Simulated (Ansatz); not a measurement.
# Calculations on CH₄BClOS

### Relaxation

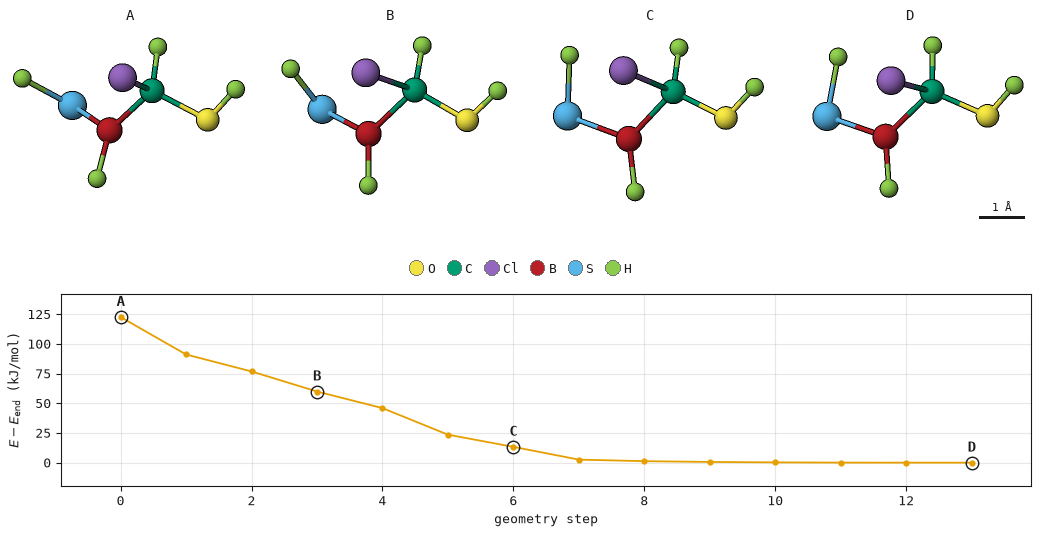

Frames of a relaxation of CH4BClOS, marked on the history of the run. A ball-and-stick model, seen at a tilt.

The run prepares an end point of a later path (torsion) calculation, from a guessed geometry.

All numbers below come from RKS PBE/6-31G* in Ansatz.

Input
```yaml
crystal:
  periodic: [false, false, false]
  atoms:
    - { symbol: O, position_ang: [1.3105, -0.3073, -1.2978] }
    - { symbol: C, position_ang: [0.6697, 0.0453, -0.0794] }
    - { symbol: Cl, position_ang: [1.46, -0.842, 1.2149] }
    - { symbol: B, position_ang: [-0.7821, -0.3656, -0.1156] }
    - { symbol: S, position_ang: [-2.205, 0.8979, 0.1497] }
    - { symbol: H, position_ang: [2.1655, 0.164, -1.2991] }
    - { symbol: H, position_ang: [0.7725, 1.1428, 0.1232] }
    - { symbol: H, position_ang: [-1.1136, -1.4865, -0.313] }
    - { symbol: H, position_ang: [-2.1889, 0.705, 1.5999] }
basis:
  gaussian: { orbitals: "6-31G*" }
hamiltonian:
  xc: pbe
relax:
  f_tol: 0.015
  max_steps: 40
output:
  orbitals: {}
```

Launched with:
```bash
ansatz run input.yaml --threads 1 --pin off --max-ram 2048MiB --backend cpu --events-out ev --progress --plain --runs-dir out
```

What happens along the run?

Answer. The energy falls by 122.6 kJ/mol in 13 geometry steps. Largest force component: 2.6 eV/Å at the start, 0.0096 eV/Å at the end. The largest move after the best rigid fit is that of H9, 0.97 Å. Largest moves by element: H 0.97 Å, S 0.83 Å, Cl 0.27 Å, B 0.17 Å, O 0.14 Å, C 0.11 Å. Some distances before and after: C2–Cl3 1.757 → 1.925 Å, B4–S5 1.921 → 1.790 Å, S5–H9 1.463 → 1.364 Å, C2–B4 1.509 → 1.580 Å. Bond angles that change, for instance: Cl3–C2–B4 108.2° → 95.7°, B4–C2–H7 111.0° → 118.4°, Cl3–C2–H7 108.7° → 101.4°. Groups turn about B4–S5 by about 90°. From step 0 to 3: Cl3 moves most (0.42 Å), energy −62.7 kJ/mol. From step 3 to 6: H9 moves most (0.54 Å), energy −46.6 kJ/mol. From step 6 to 13: H9 moves most (0.40 Å), energy −13.3 kJ/mol.

| step | E − E(0), kJ/mol | largest force component, eV/Å |
| --- | --- | --- |
| 0 | 0.00 | 2.5927 |
| 1 | -31.53 | 1.4375 |
| 2 | -45.80 | 1.1157 |
| 3 | -62.71 | 0.6243 |
| 4 | -76.70 | 1.4926 |
| 5 | -99.05 | 1.4124 |
| 6 | -109.32 | 1.4983 |
| 7 | -120.07 | 0.2543 |
| 8 | -121.38 | 0.1751 |
| 9 | -122.03 | 0.0460 |
| 10 | -122.39 | 0.1281 |
| 11 | -122.59 | 0.0917 |
| 12 | -122.62 | 0.0362 |
| 13 | -122.64 | 0.0096 |

### Relaxation

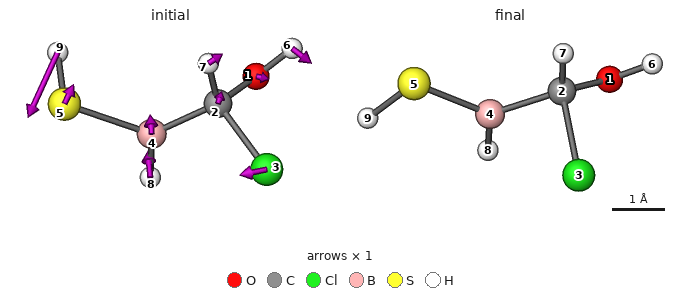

The structure of CH$_{4}$BClOS before (left) and after (right) a relaxation, at one scale. The purple arrows give the displacements, at their true length.

Style: ball-and-stick. Shown face on.

The run prepares an end point of a later path (torsion) calculation, from a guessed geometry.

Level of theory: RKS PBE/6-31G* (Ansatz 0.2.0).

The input:
```yaml
crystal:
  periodic: [false, false, false]
  atoms:
    - { symbol: O, position_ang: [1.3105, -0.3073, -1.2978] }
    - { symbol: C, position_ang: [0.6697, 0.0453, -0.0794] }
    - { symbol: Cl, position_ang: [1.46, -0.842, 1.2149] }
    - { symbol: B, position_ang: [-0.7821, -0.3656, -0.1156] }
    - { symbol: S, position_ang: [-2.205, 0.8979, 0.1497] }
    - { symbol: H, position_ang: [2.1655, 0.164, -1.2991] }
    - { symbol: H, position_ang: [0.7725, 1.1428, 0.1232] }
    - { symbol: H, position_ang: [-1.1136, -1.4865, -0.313] }
    - { symbol: H, position_ang: [-2.31215, 1.17165, -1.28352] }
basis:
  gaussian: { orbitals: "6-31G*" }
hamiltonian:
  xc: pbe
relax:
  f_tol: 0.015
  max_steps: 40
```

Launched with:
```bash
ansatz run input.yaml --threads 1 --pin off --max-ram 2048MiB --backend cpu --events-out ev --progress --plain --runs-dir out
```

Question: Summarise the run.

Answer: The atom that moves furthest after the best rigid fit is H9 (1.44 Å). Largest moves by element: H 1.44 Å, Cl 0.58 Å, S 0.44 Å, B 0.42 Å, O 0.27 Å, C 0.27 Å. Near-neighbour distances that change, for instance: C2–Cl3 1.757 → 1.926 Å, B4–S5 1.921 → 1.795 Å, S5–H9 1.463 → 1.359 Å, C2–B4 1.509 → 1.581 Å. Among the angles between lasting bonds that change: Cl3–C2–B4 108.2° → 94.9°, B4–C2–H7 111.0° → 118.6°, Cl3–C2–H7 108.7° → 101.4°. Groups turn about B4–S5 by about 90°. The energy falls by 29.6 kcal/mol in 13 geometry steps. Largest force component: 2.6 eV/Å at the start, 0.012 eV/Å at the end.

### Path

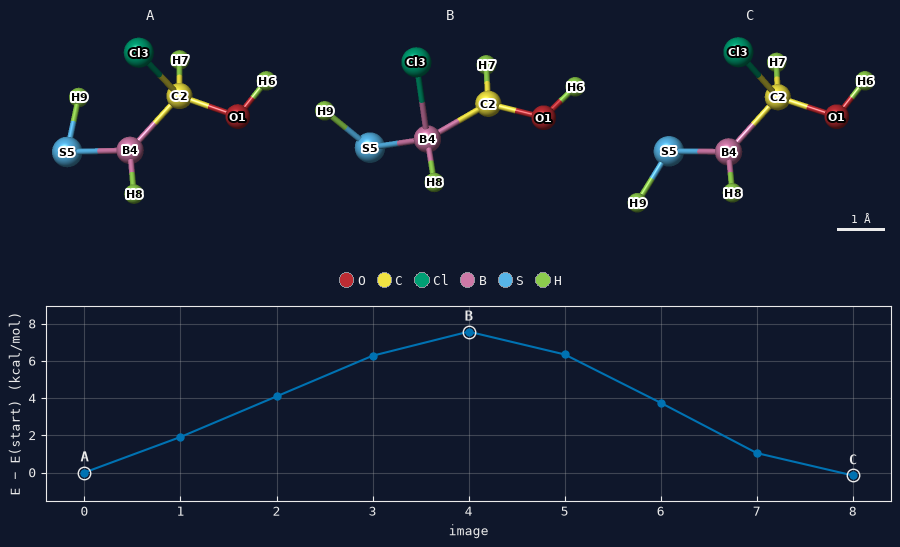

A nudged-elastic-band calculation for CH4BClOS. Images are numbered from 0 (start) to 8 (end). Frames A to C are images 0, 4, 8. A ball-and-stick model, seen at a tilt.

All numbers below come from RKS PBE/6-31G* in Ansatz.

The input:
```yaml
crystal:
  periodic: [false, false, false]
  atoms:
    - { symbol: O, position_ang: [1.285303, -0.183768, -1.273833] }
    - { symbol: C, position_ang: [0.592088, 0.08544, -0.119519] }
    - { symbol: Cl, position_ang: [1.203421, -0.98247, 1.360446] }
    - { symbol: B, position_ang: [-0.87921, -0.491649, -0.132392] }
    - { symbol: S, position_ang: [-2.279351, 0.30343, 0.649925] }
    - { symbol: H, position_ang: [2.175108, 0.225725, -1.212422] }
    - { symbol: H, position_ang: [0.751361, 1.106817, 0.268657] }
    - { symbol: H, position_ang: [-1.102633, -1.5222, -0.701824] }
    - { symbol: H, position_ang: [-1.657487, 1.412275, 1.143762] }
basis:
  gaussian: { orbitals: "6-31G*" }
hamiltonian:
  xc: pbe
neb:
  order_check: false
  images: 7
  f_tol: 0.05
  max_iterations: 30
  initial_path: idpp
  final_atoms:
    - { symbol: O, position_ang: [1.29626625, -0.25043227, -1.3388517] }
    - { symbol: C, position_ang: [0.78394161, 0.13486236, -0.1245693] }
    - { symbol: Cl, position_ang: [1.31581947, -1.05013937, 1.29771896] }
    - { symbol: B, position_ang: [-0.76141581, -0.16434746, 0.02056563] }
    - { symbol: S, position_ang: [-1.78875925, 1.0197282, 0.8947264] }
    - { symbol: H, position_ang: [2.24732744, -0.01132603, -1.37135783] }
    - { symbol: H, position_ang: [1.17196917, 1.10177785, 0.23936428] }
    - { symbol: H, position_ang: [-1.2167676, -1.15951819, -0.46691933] }
    - { symbol: H, position_ang: [-2.95978129, 0.3329949, 0.83212289] }
```

Command:
```bash
ansatz run input.yaml --threads 1 --pin off --max-ram 2048MiB --backend cpu --events-out ev --progress --plain --runs-dir out
```

### Describe the mechanism and the energy profile.

The highest point, image 4, lies 7.6 kcal/mol above the start and 7.7 kcal/mol above the end; the end is at −0.2 kcal/mol relative to the start. The motion is a rotation about the B4–S5 bond by about 175°. No bond forms or breaks between the ends, but on the way Cl3–B4 closes (2.61 → 1.96 Å at the highest image). Among the angles between lasting bonds that change up to the highest image: C2–B4–S5 124.2° → 111.6°, O1–C2–B4 113.1° → 122.7°. The band is converged. At the top, the vibrational analysis gives one imaginary mode (261i cm⁻¹), as a transition state must have.

Cost: 9.2 min on 1 thread of Intel(R) Xeon(R) Processor @ 2.50GHz (Skylake/Cascade Lake), with other jobs on the host, peak memory 0.14 GiB.
